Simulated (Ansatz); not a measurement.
## Electronic structure of ClF₂GeO (doublet) in real space

```xyz
5

O     1.0851   -0.8595    1.2479
Ge   -0.0377   -0.0840    0.0040
F    -1.7278   -0.1229    0.5592
F     0.1692   -0.9734   -1.4992
Cl    0.5611    1.9662   -0.3533
```

Not at a stationary point (largest force 1.3 eV/Å).

Theory: Ansatz, SCF PBE, Gaussian basis.

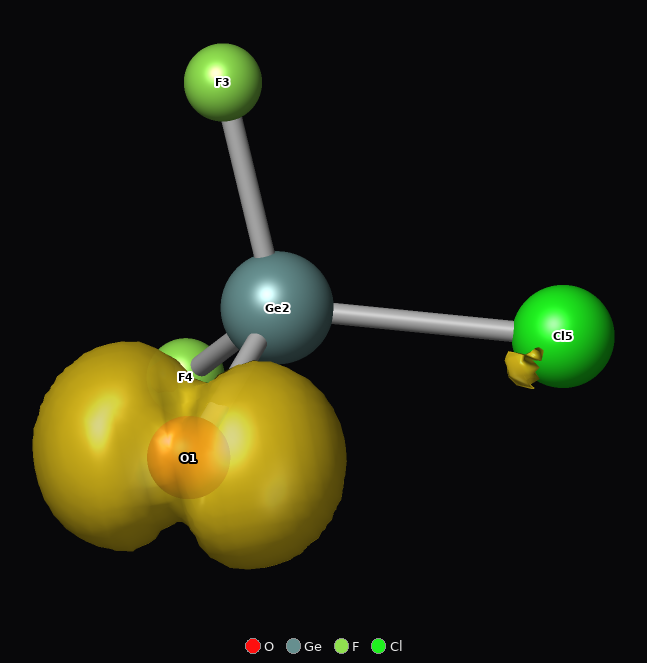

Figure 1. Isosurface of the spin density (α minus β) at +0.04 e/Å³ (yellow), seen at an oblique angle.

> Describe the spin distribution.

The unpaired spin (1 electron) lies mostly on O1 (about 0.9), in electrons by Hirshfeld's partition.

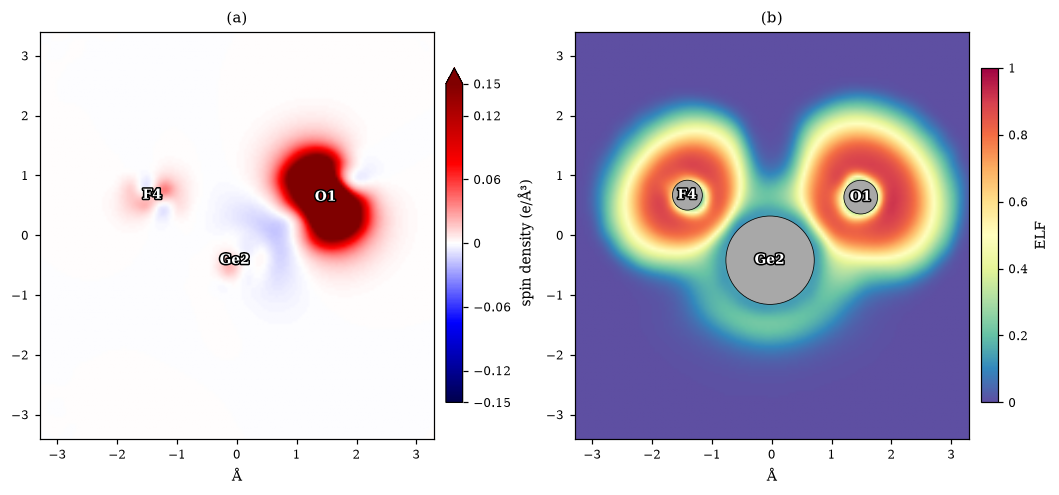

Figure 2. (a) spin density; (b) electron localisation function on the plane of atoms O1, Ge2 and F4. Grey discs cover the atomic cores in the ELF map.

> Read the bonding off the picture.

The plane passes through O, Ge and F nuclei. Ge–F (1.76 Å): the ELF peaks at about 0.80 in the valence shell of F, 0.5 Å from its nucleus, and is about 0.25 at the midpoint. Ge–O (1.85 Å): the ELF peaks at about 0.85 in the valence shell of O, 0.6 Å from its nucleus, and is about 0.40 at the midpoint. The ELF also peaks beside F4 and O1, away from the bonds: non-bonding electrons, paired or unpaired.

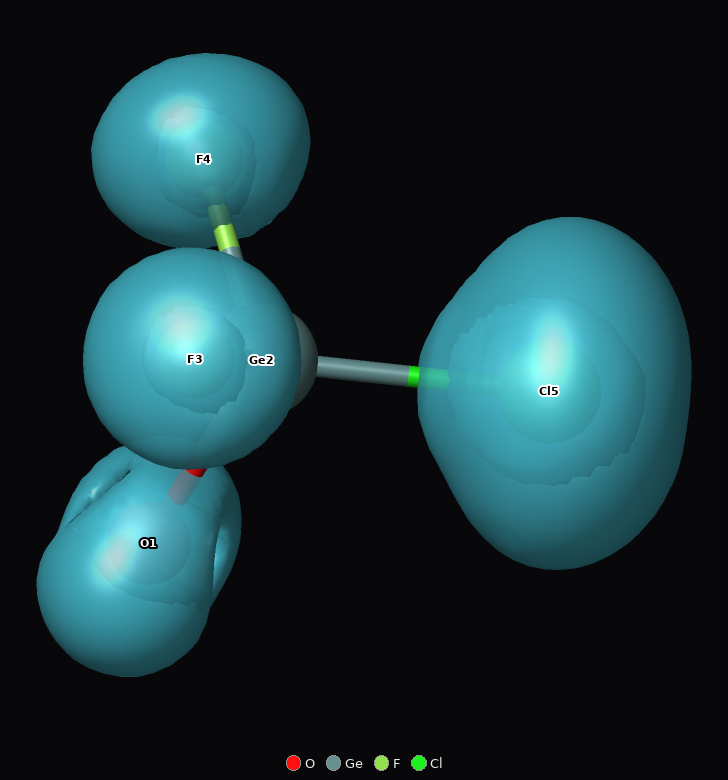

Figure 3. Isosurface of the electron localisation function at 0.75 (cyan), seen from one side. Core shells and regions of very low density are left out.

> Where are the electrons localised?

The ELF exceeds this value in one region wrapped around Cl (its valence shell), two regions wrapped around F (the valence shell of each) and one region wrapped around O (its valence shell).

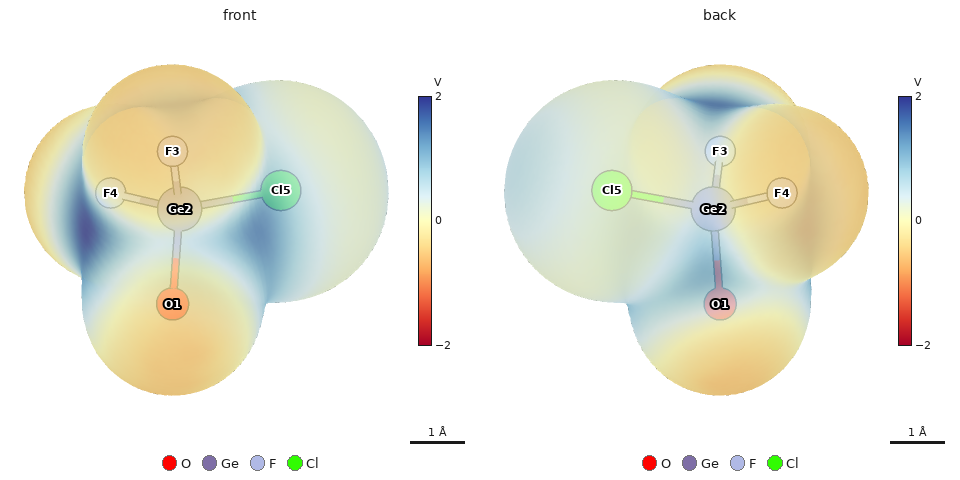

Figure 4. The molecular electrostatic potential painted on the density surface at 0.001 e/bohr³, seen from the front and from behind; red is negative and blue positive.

> Describe the electrostatic potential map.

The most negative region (about −0.5 V, or −12 kcal/mol for a unit charge) lies over O1, F3 and F4, the most positive (about +1.8 V, or +42 kcal/mol for a unit charge) over Ge2. Cl5 shows a σ-hole: about +0.6 V, or +14 kcal/mol for a unit charge at the tip opposite its bond, against about +0.2 V on its flanks.
